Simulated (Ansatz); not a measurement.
Base system: MoSe$_{2}$ in the 2H-MoS2 type structure (space group P6_3/mmc, No. 194; a = 3.277 Å, c = 12.732 Å; layered, stacked along the Cartesian z axis).

The same geometry is solved again with PBE+SOC.

Levels (all Ansatz, an electronic-structure program, PAW): PBE+SOC (420 eV, spin-orbit coupling included); PBE-D3(BJ) (420 eV, without spin-orbit coupling).

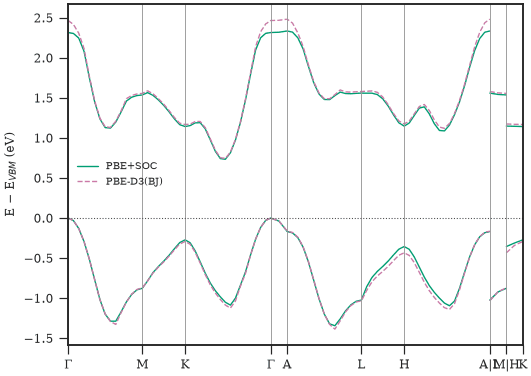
Figure: Highest valence and lowest conduction band along the path, each from its own valence-band maximum

Question: From the figure, how large is the PBE+SOC gap, and is it direct?

Answer: About 0.73 eV, indirect, Γ → K–Γ (47 % along).

Single points use the geometry relaxed with PBE-D3(BJ). The spin-orbit shifts are approximate. Whether these cells are dynamically stable was not tested.
